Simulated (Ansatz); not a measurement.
Ge$_{2}$O$_{2}$ (quintet)

Input

```
crystal:
  periodic: [false, false, false]
  atoms:
    - {symbol: Ge, position_ang: [0.016114, 1.452913, -0.265982]}
    - {symbol: Ge, position_ang: [-0.250056, -1.325251, 0.602621]}
    - {symbol: O, position_ang: [1.106065, 0.043573, 0.478306]}
    - {symbol: O, position_ang: [-0.872132, -0.171234, -0.814933]}
basis:
  gaussian: {orbitals: def2-TZVP, initial_orbitals: start.molden}
magnetization: {spin_polarized: true, initial_magnetization: 4}
hamiltonian: {xc: pbe0, dispersion: d4}
scf: {omitted_lower_state_checks: [starts]}
output: {orbitals: {seedname: orbitals}}
```

Run with:

```sh
ansatz run in.yaml --threads 4 --pin off --events-out ev --progress --plain --max-ram 3916MiB
```

Geometry: PBE-D4/def2-SVP.

All numbers below come from UKS PBE0-D4/def2-TZVP (Ansatz).

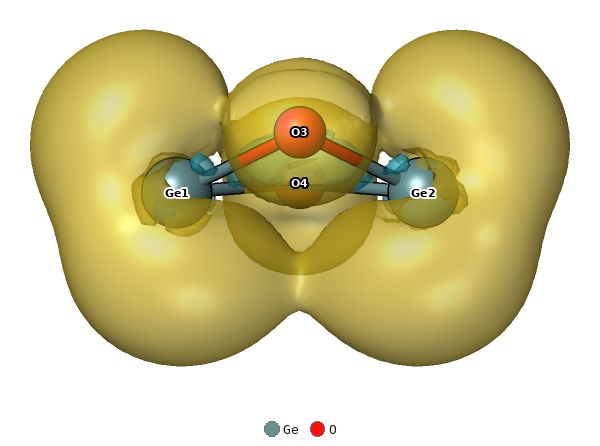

Figure 1. Isosurfaces of the spin density at +0.02 (yellow) and −0.02 e/Å³ (cyan), seen from one side.

**Which atoms carry the spin?**

The unpaired spin (4 electrons) lies mostly on Ge1 (about 1.2), Ge2 (about 1.2), O3 (about 0.8) and O4 (about 0.8), in electrons by Hirshfeld's partition.

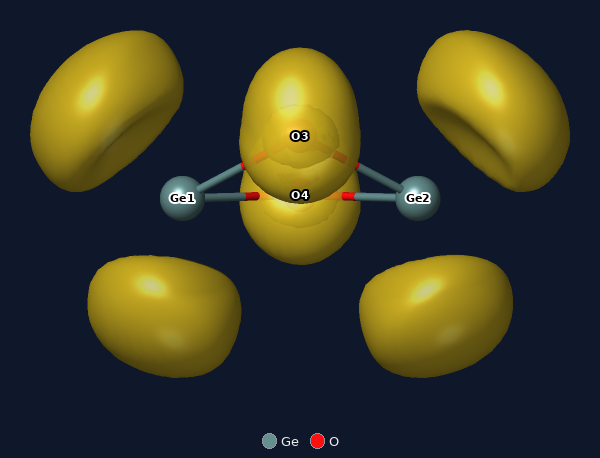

Figure 2. Isosurface of the ELF at 0.75 (yellow), seen from one side. Core shells and regions of very low density are left out.

**Identify the bonds, lone pairs and shells in this picture.**

The ELF exceeds this value in four lobes on Ge, pointing away from the bonds (non-bonding electrons) and two regions wrapped around O (the valence shell of each). Profiles from the grid: Ge–O (1.93 Å): the ELF peaks at about 0.85 in the valence shell of O, 0.6 Å from its nucleus, and is about 0.30 at the midpoint.

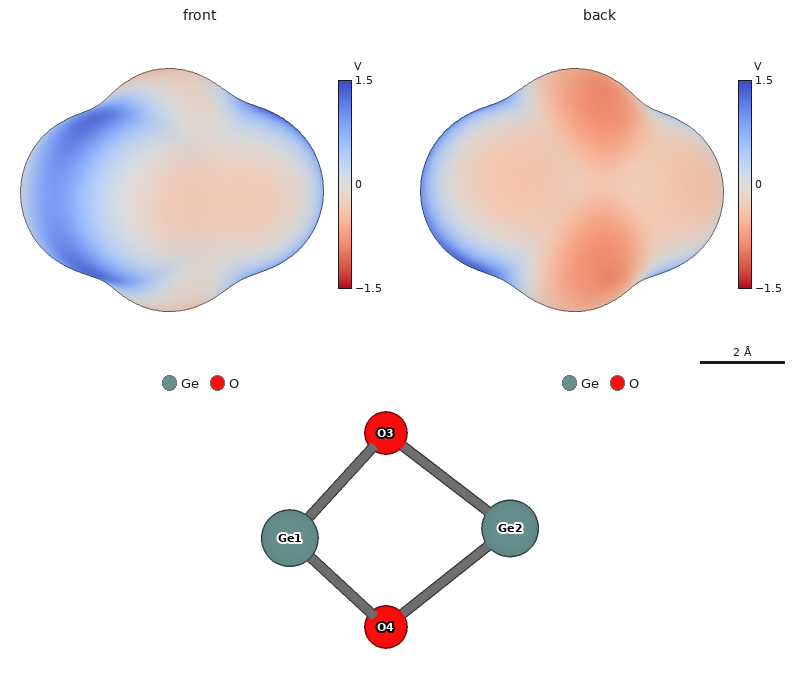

Figure 3. The electrostatic potential painted on the density surface at 0.001 e/bohr³, seen from the front and from behind; red is negative and blue positive. The bare structure is drawn below in the same view.

**Which sites attract a positive test charge, and which a negative one?**

A positive charge is drawn to the negative regions and a negative charge to the positive ones. The most negative region (about −0.8 V) lies over O3 and O4, the most positive (about +1.2 V) over Ge1 and Ge2.
